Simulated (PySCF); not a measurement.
**One shape, several levels: C2H3O+ (SMILES CC#[O+])**

We compute a comparison of 6 runs (HF/STO-3G, HF/3-21G, B3LYP/6-31G*, B2PLYP/def2-TZVP, wB97M-V/def2-TZVP, SCS-MP2/def2-TZVP) of C2H3O+. The job is set up through a Python script.

The results are computed with PySCF 2.14.0.

1 further run of the same task is left out (set aside as unsound or not needed).

### Step 1. The molecule

The species is C2H3O+ (6 atoms), meant as a singlet with charge +1. SMILES: `CC#[O+]`. One bond was lengthened or shortened from a relaxed shape.

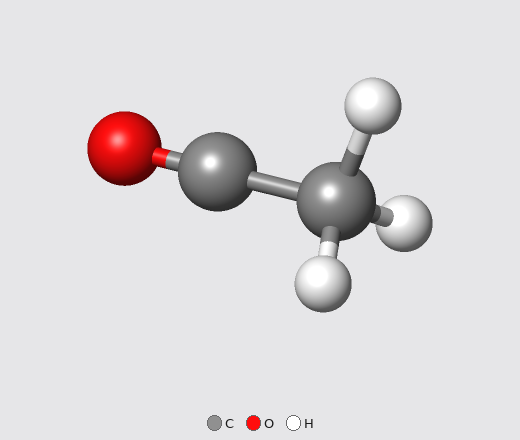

The structure, seen from a chosen angle (carbon grey, oxygen red, hydrogen white).

### Step 2. A single-point energy at HF/STO-3G (run 1)

Input file start.xyz:

```xyz
6

C     -0.332024     0.165496    -0.273756
C      0.607276    -0.735504     0.288844
O      1.343476    -1.440904     0.729544
H     -0.084124     0.304196    -1.334356
H     -1.334524    -0.268904    -0.164656
H     -0.252100     1.261200     0.348500
```

Input file run.py:

```python
from pyscf import gto, scf

molecule = gto.M(
    atom='start.xyz',
    max_memory=1860,
    spin=0,
    basis='sto-3g',
    verbose=4,
    charge=1,
)

mf = scf.RHF(molecule)
mf.conv_tol = 1e-10
mf.kernel()
if not mf.converged:
    mf = mf.newton().run(mf.mo_coeff, mf.mo_occ)

e_tot = mf.e_tot
print('Final energy', e_tot)
```

The run is started by

```
$ OMP_NUM_THREADS=1 python run.py
```

The program printed:

```text
PySCF version 2.14.0

[... 62 lines left out ...]
converged SCF energy = -150.119748426987
Final energy -150.11974842698746
```

It took 0.79 s on 1 thread of Intel Xeon at 2.70GHz, shared host; peak memory 0.1 GiB.

### Step 3. A single-point energy at HF/3-21G (run 2)

Input file calc.py:

```python
from pyscf import gto, scf

system = gto.Mole()
system.atom = '''
C       -0.332024       0.165496      -0.273756
C        0.607276      -0.735504       0.288844
O        1.343476      -1.440904       0.729544
H       -0.084124       0.304196      -1.334356
H       -1.334524      -0.268904      -0.164656
H       -0.252100       1.261200       0.348500
'''
system.max_memory = 1860
system.verbose = 3
system.basis = '3-21g'
system.charge = 1
system.spin = 0
system.build()

mf = scf.RHF(system)
mf.conv_tol = 1e-10
mf.kernel()
if not mf.converged:
    mf = mf.newton().run(mf.mo_coeff, mf.mo_occ)

energy = mf.e_tot
print(f'total energy: {energy:.8f} hartree')
```

The run is started by

```
$ OMP_NUM_THREADS=1 python calc.py
```

The program printed:

```text
converged SCF energy = -151.186076176612
total energy: -151.18607618 hartree
```

It took 1.4 s on 1 thread of Intel Xeon at 2.70GHz, shared host; peak memory 0.1 GiB.

Runs 3 to 5 aren't shown in full; the table further down has their settings and results.

### Step 4. The energy at SCS-MP2/def2-TZVP (run 6)

Input file input.py:

```python
from pyscf import gto, mp

mol = gto.Mole()
mol.atom = '''
C       -0.332024       0.165496      -0.273756
C        0.607276      -0.735504       0.288844
O        1.343476      -1.440904       0.729544
H       -0.084124       0.304196      -1.334356
H       -1.334524      -0.268904      -0.164656
H       -0.252100       1.261200       0.348500
'''
mol.charge = 1
mol.verbose = 3
mol.basis = 'def2-tzvp'
mol.max_memory = 1860
mol.build()

myscf = mol.RHF()
myscf.conv_tol = 1e-10
myscf.kernel()
if not myscf.converged:
    myscf = myscf.newton().run(myscf.mo_coeff, myscf.mo_occ)

pt = mp.MP2(myscf, frozen=3).run()
e_final = myscf.e_tot + 1.2 * pt.e_corr_os + pt.e_corr_ss / 3
print('E = %.10f Eh' % e_final)
```

The run is started by

```
$ OMP_NUM_THREADS=1 python input.py
```

The program printed:

```text
converged SCF energy = -152.107904645672
E(RMP2) = -152.632539483355  E_corr = -0.524634837683621
E(SCS-RMP2) = -152.626228726751  E_corr = -0.518324081079642
E = -152.6262287268 Eh
```

Run time: 3.6 s. Hardware: 1 thread of Intel Xeon at 2.70GHz, shared host; peak memory 0.3 GiB.

### Step 5. The series

| run | level | integration grid | frozen core orbitals | energy (Eh) | HOMO energy (eV) | LUMO energy (eV) | HOMO–LUMO gap (eV) | wall time |
| --- | --- | --- | --- | --- | --- | --- | --- | --- |
| 1 | HF/STO-3G | – | – | -150.119748 | -21.37 | -2.30 | 19.07 | 0.79 s |
| 2 | HF/3-21G | – | – | -151.186076 | -22.09 | -4.02 | 18.07 | 1.4 s |
| 3 | B3LYP/6-31G* (spherical functions) | 5 | – | -152.908419 | -18.29 | -8.56 | 9.73 | 8.1 s |
| 4 | B2PLYP/def2-TZVP | 5 | 3 | -152.856718 | -19.84 | -6.67 | 13.17 | 20 s |
| 5 | wB97M-V/def2-TZVP | 5 | – | -152.916744 | -20.78 | -5.91 | 14.87 | 74 s |
| 6 | SCS-MP2/def2-TZVP | – | 3 | -152.626229 | -22.05 | -3.88 | 18.18 | 3.6 s |

### Step 6. Outcome

| quantity | value |
| --- | --- |
| run 6: total energy | -152.62623 Eh |
| run 6: HOMO energy (Hartree–Fock orbitals) | -22.05 eV |
| run 6: LUMO energy (Hartree–Fock orbitals) | -3.88 eV |
| run 6: HOMO–LUMO gap (Hartree–Fock orbitals) | 18.18 eV |
| run 6: correlation energy (3 core orbitals frozen) | -518.3 mEh |

**Reading.** Over runs 1, 2, 3, 4, 5 the HOMO–LUMO gap runs from 9.73 eV (B3LYP/6-31G*) to 19.07 eV (HF/STO-3G). The two ends differ in method and basis. Totals of different functionals can't be ranked against each other. In run 1 the basis is minimal, so the values are rough. All runs together took 1.8 min, the longest 74 s.
